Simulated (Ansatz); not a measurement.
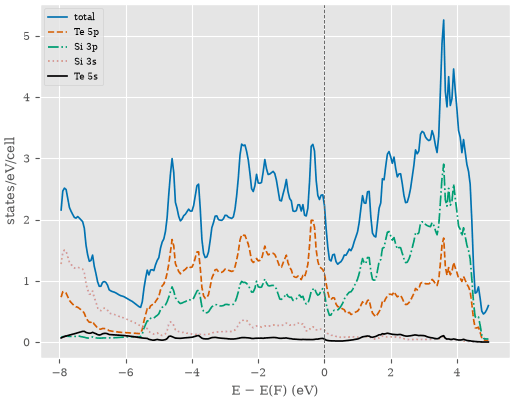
Figure. Total and projected density of states of SiTe in space group P4/nmm (No. 129; Si on 2c, Te on 2a), PBE+D3(BJ) (plane waves, PAW; program Ansatz)

Which orbitals carry the states next to the Fermi level?

Within 0.5 eV of the Fermi level: Te 5p 54 %, Si 3p 33 %, Si 3s 8 %. Projections are on Löwdin-orthogonalised atomic valence shells; empty p or d shells of many metals are not among them.

Where is the tallest occupied peak in this window, and what makes it?

Near -2.5 eV, about 3.2 states/eV per cell; the largest projected share is Te 5p.

The start of the workflow was typed in or built on a structure type; neither database checked (COD, Materials Project) lists it. Its standing as an ambient phase is unchecked. Symmetry was held in the PBE+D3(BJ) relaxation; whether a distortion lowers the energy is not shown. The volume moved by -15 % from the start of the relaxation. Its formation energy is positive at this level, so the cell may be metastable or incomplete. Scalar-relativistic: spin–orbit coupling is off unless named, which matters more the heavier the elements.

Potentials: the later of the program's two PAW sets.
